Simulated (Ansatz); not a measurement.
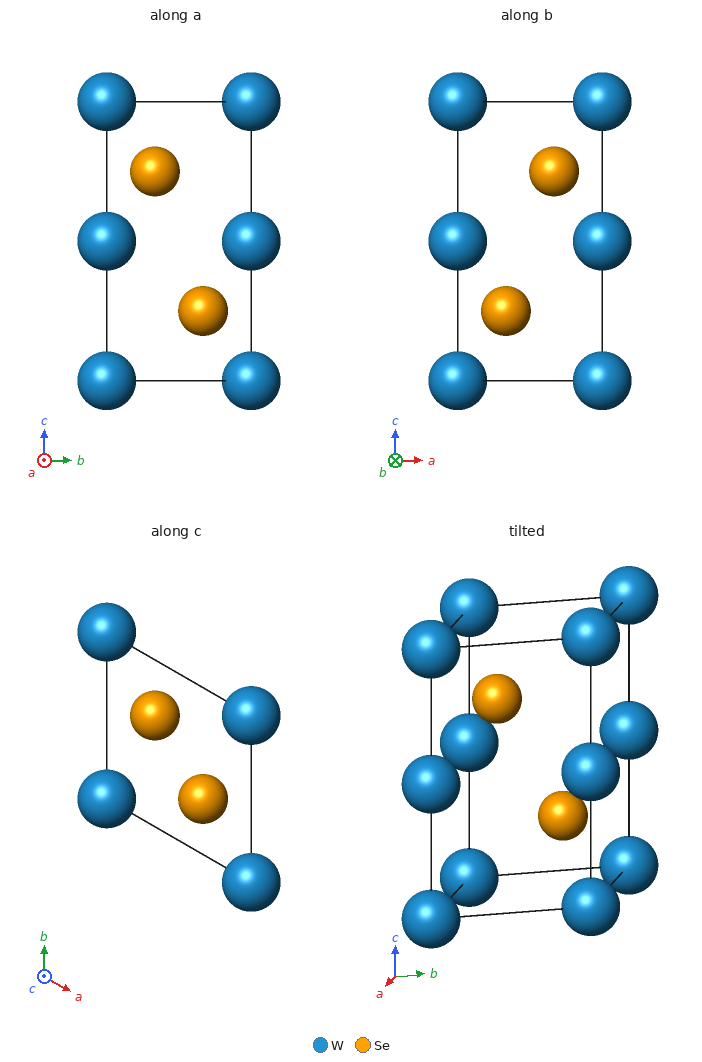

View along the a axis, along the b axis, along the c axis and slightly off an axis, drawn as a spheres-only model. The conventional unit cell is outlined; an atom on or near a face, edge or corner is repeated at each equivalent position.

Lattice parameters: a = 4.0373 Å, b = 4.0373 Å, c = 6.7531 Å, α = 90.000°, β = 90.000°, γ = 120.000°.

Question: Write down what is shown as a CIF with its space group and independent sites.

Answer:
```cif
data_structure
_symmetry_space_group_name_H-M 'P 63/m m c'
_symmetry_Int_Tables_number 194
_cell_length_a 4.0373
_cell_length_b 4.0373
_cell_length_c 6.7531
_cell_angle_alpha 90.000
_cell_angle_beta 90.000
_cell_angle_gamma 120.000
_cell_volume 95.33
loop_
_atom_site_label
_atom_site_type_symbol
_atom_site_symmetry_multiplicity
_atom_site_Wyckoff_symbol
_atom_site_fract_x
_atom_site_fract_y
_atom_site_fract_z
_atom_site_occupancy
W1 W 2 a 0.0000 0.0000 0.0000 1
Se1 Se 2 c 0.3333 0.6667 0.2500 1
```

The structure was taken from a structure type filled with these elements by a generator (whether the compound takes this form wasn't checked). Earlier steps of the study, as a rule a relaxation of our own, may have changed the cell and positions, so they can lie some per cent off the listed ones. It was the input of a calculation with Ansatz.

At this level of theory the run's own cell isn't at rest (stretched, at -8 GPa), so its distances can differ from those at equilibrium, the more so the softer the solid.
